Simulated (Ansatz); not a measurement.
# AlGa3P4: from a guess to a relaxed structure

Aim: relax a trial structure of AlGa3P4 and see where it ends.

Computed with Ansatz 0.2.0 (DFT PBE, scalar-relativistic, plane waves, PAW, unless a step's input says otherwise).

## 1. The starting structure

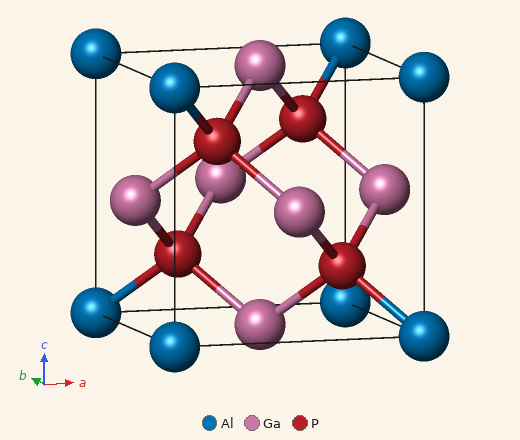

Start, viewed slightly off an axis; aluminium blue, gallium pink, phosphorus red. Atoms on the faces are drawn again on the opposite ones.

Structure file:

```cif
data_structure
_symmetry_space_group_name_H-M 'P-43m'
_symmetry_Int_Tables_number 215
_cell_length_a 5.5072
_cell_length_b 5.5072
_cell_length_c 5.5072
_cell_angle_alpha 90.000
_cell_angle_beta 90.000
_cell_angle_gamma 90.000
_cell_volume 167.03
loop_
_atom_site_label
_atom_site_type_symbol
_atom_site_symmetry_multiplicity
_atom_site_Wyckoff_symbol
_atom_site_fract_x
_atom_site_fract_y
_atom_site_fract_z
_atom_site_occupancy
Al1 Al 1 a 0.00000 0.00000 0.00000 1
Ga1 Ga 3 c 0.50000 0.00000 0.50000 1
P1 P 4 e 0.75050 0.24949 0.24949 1
```

The start is the relaxed end of an invented cell (made as: elements ordered on the sites of the GaP type, Al/Ga on Ga (P-43m, No. 215)), taken up again for a closer look.

## 2. The guess as it stands, on a coarse mesh

File input.yaml:

```yaml
crystal:
  lattice:
    - [5.5071725, 0.0, 0.0]
    - [0.0, 5.5071725, 0.0]
    - [0.0, 0.0, 5.5071725]
  atoms:
    - { symbol: Al, position: [0.0, 0.0, 0.0] }
    - { symbol: Ga, position: [0.5, 0.0, 0.5] }
    - { symbol: Ga, position: [0.5, 0.5, 0.0] }
    - { symbol: Ga, position: [0.0, 0.5, 0.5] }
    - { symbol: P, position: [0.750505, 0.249495, 0.249495] }
    - { symbol: P, position: [0.750505, 0.750505, 0.750505] }
    - { symbol: P, position: [0.249495, 0.249495, 0.750505] }
    - { symbol: P, position: [0.249495, 0.750505, 0.249495] }
basis:
  ecutwfc: 420
kpoints:
  mp_grid: { grid: [4, 4, 4] }
hamiltonian:
  xc: pbe
scf:
  occupations: { method: gaussian, width: 0.1 }
  lower_state_search: "off"
output:
  forces: true
  stress: true
  eigenvalues: true
```

Started as:

```bash
> ansatz run input.yaml --threads 4 --pin off --max-ram 8192MiB --backend cpu --events-out ev --progress --plain --runs-dir out
```

The program printed, cut to the lines that bear on the results:

```text
Warning: RAYON_NUM_THREADS=4 ignored (pool sized by the plan → 4); use --threads N
[...]
Pseudopotentials: kind: paw
Pseudopotential: Al, paw, valence charge 3, recommended cutoff 420 eV (normal), Al.paw.azcp
Pseudopotential: Ga, paw, valence charge 13, recommended cutoff 420 eV (normal), Ga.paw.azcp
Pseudopotential: P, paw, valence charge 5, recommended cutoff 420 eV (normal), P.paw.azcp
Functional definition: PBE
[...]
Crystal: 8 atoms, lattice volume = 167.027 Å³
Basis set: ecut = 420 eV, 3239 PW (Γ), exchange–correlation on 80×80×80 points (8 copies of the dense FFT grid, shifted against one another)
Bands: 39, of which v1, the nominal top of the filled ones, is band 31 counted from 1 (30 counted from 0)
Symmetry: 24 space group operations
Space group: P-43m (ITA 215), of the structure as read, at distance tolerance 5.5e-5 Å
k-points: 10 of 64 (time reversal used)
[...]
SCF iter   1: F=—  HF=-14913.102258 eV  |F-HF|=—  |Δ(HF+E_count)|=         —  Δρ=1.43e-3  dr2=5.51e-3  ethr=1.77e-3  ⟨swp⟩=8.8  Hψ=1844  notcnv=0
[...]
SCF iter   7: F=-14913.095892 eV  HF=-14913.095892 eV  |F-HF|=9.01e-9  |Δ(HF+E_count)|=   4.36e-7  Δρ=3.60e-6  dr2=1.34e-8  ethr=1.61e-10  ⟨swp⟩=10.3  Hψ=1870  notcnv=0
[...]
SCF converged after 7 iterations
Free energy (F): -14913.095892 eV
[...]
E sigma→0 (E₀):  -14913.095892 eV
Fermi energy:    7.028629 eV
[...]
--- Forces (eV/Å), atoms counted from 1 ---
  atom   1  Al     0.00000000    -0.00000000     0.00000000
  atom   2  Ga     0.00000000    -0.00000000     0.00000000
  atom   3  Ga     0.00000000    -0.00000000    -0.00000000
  atom   4  Ga     0.00000000    -0.00000000    -0.00000000
  atom   5  P      0.00033727    -0.00033727    -0.00033727
  atom   6  P      0.00033727     0.00033727     0.00033727
  atom   7  P     -0.00033727    -0.00033727     0.00033727
  atom   8  P     -0.00033727     0.00033727    -0.00033727
[...]
--- Stress (GPa, compression-positive) ---
       -0.003241       0.000000       0.000000
        0.000000      -0.003241      -0.000000
       -0.000000      -0.000000      -0.003241
  P = ⅓ Tr σ = -0.0032 GPa (-0.032 kbar)
--- Band table (eV; the first three rows and the last of 10) ---
[...]
```

Run time: 1.8 s. Hardware: 4 threads of Arm Neoverse V2, shared host; peak memory 0.44 GiB.

From the probe: pressure 0.0 GPa, largest force 0.00 eV/Å, gap on this mesh 1.64 eV. The relaxation goes to the converged mesh at once.

## 3. Relaxation on the finer mesh

Changes to input.yaml since step 2:

```diff
@@ -17,3 +17,3 @@
 kpoints:
-  mp_grid: { grid: [4, 4, 4] }
+  mp_grid: { grid: [6, 6, 6] }
 hamiltonian:
@@ -21,4 +21,3 @@
 scf:
-  occupations: { method: gaussian, width: 0.1 }
-  lower_state_search: "off"
+  occupations: { method: gaussian, width: 0.02 }
 output:
@@ -27 +26,6 @@
   eigenvalues: true
+relax:
+  adjacent_minimum: "off"
+  f_tol: 0.01
+  max_steps: 80
+  cell: { stress_tol: 0.05 }
```

Started as:

```bash
> ansatz run input.yaml --threads 4 --pin off --max-ram 8192MiB --backend cpu --events-out ev --progress --plain --runs-dir out
```

The program printed, cut to the lines that bear on the results:

```text
Warning: RAYON_NUM_THREADS=4 ignored (pool sized by the plan → 4); use --threads N
[...]
[... 5 set-up lines as earlier in the session ...]
[...]
Crystal: 8 atoms, lattice volume = 167.027 Å³
Basis set: ecut = 420 eV, 3239 PW (Γ), exchange–correlation on 80×80×80 points (8 copies of the dense FFT grid, shifted against one another)
Bands: 39, of which v1, the nominal top of the filled ones, is band 31 counted from 1 (30 counted from 0)
[... 2 set-up lines as earlier in the session ...]
k-points: 20 of 216 (time reversal used)
[...]
        0.001880      -0.000000       0.000000
       -0.000000       0.001880      -0.000000
        0.000000      -0.000000       0.001880
  P = ⅓ Tr σ = 0.0019 GPa (0.019 kbar)
--- Band table (eV; the first three rows and the last of 20) ---
[...]
--- Relaxed structure (1 steps of the walk, 1 accepted, 1 SCFs on fresh bases) ---
  F+E_penalty+E_count = -14913.10499684 eV   max|allowed force component| = 7.357e-5 eV/Å   (the final SCF, on the basis selected at the relaxed cell)
  cell:  # Å, volume = 167.0268 Å³
    - [5.5071725, 0.0, 0.0]
    - [0.0, 5.5071725, 0.0]
    - [0.0, 0.0, 5.5071725]
  atoms:
    - { symbol: Al, position: [0.0, 0.0, 0.0] }
    - { symbol: Ga, position: [0.5, 0.0, 0.5] }
    - { symbol: Ga, position: [0.5, 0.5, 0.0] }
    - { symbol: Ga, position: [0.0, 0.5, 0.5] }
    - { symbol: P, position: [0.7505049999999999, 0.249495, 0.249495] }
    - { symbol: P, position: [0.7505049999999999, 0.7505049999999999, 0.7505049999999999] }
    - { symbol: P, position: [0.249495, 0.249495, 0.7505049999999999] }
    - { symbol: P, position: [0.249495, 0.7505049999999999, 0.249495] }
```

It took 8.2 s on 4 threads of Arm Neoverse V2, shared host; peak memory 0.5 GiB.

Relaxation path:

```csv
step,energy from step 1 (eV/cell),largest force component (eV/Å),pressure (GPa),volume (Å³)
1,0.0000,0.0001,0.00,167.03
2,0.0000,0.0001,0.00,167.03
```

Step 1 is the start. Step 2 repeats the geometry before it on a plane-wave basis chosen anew for that cell, so its energy need not be comparable with the rows above.

|  | before | after | change |
| --- | --- | --- | --- |
| a (Å) | 5.507 | 5.507 | 0.0 % |
| b (Å) | 5.507 | 5.507 | 0.0 % |
| c (Å) | 5.507 | 5.507 | 0.0 % |
| volume (Å³/atom) | 20.88 | 20.88 | 0.0 % |
| shortest distance (Å) | 2.380 | 2.380 | 0.0 % |
| space group (0.01 Å) | P-43m | P-43m | same |

The run keeps the 24 symmetry operations of the start, so it could not have lowered the symmetry.

## 4. Results

```
                              quantity                                                                      value
symmetry at the end (tolerance 0.02 Å)                                                space group P-43m (No. 215)
                     conventional cell  a = 5.507 Å, b = 5.507 Å, c = 5.507 Å, α = 90.00°, β = 90.00°, γ = 90.00°
                                volume                                                              20.88 Å³/atom
     energy over the elements, black P                                                              -0.48 eV/atom
                       gap on the mesh                                                                    1.64 eV
```

The space group P-43m (No. 215) is kept, at nearly the size of the first guess. A negative formation energy is needed for stability but isn't enough; other structures and compounds were not set against it here. No finished test with a distortion of lower symmetry is shown, so the end may be a saddle point.
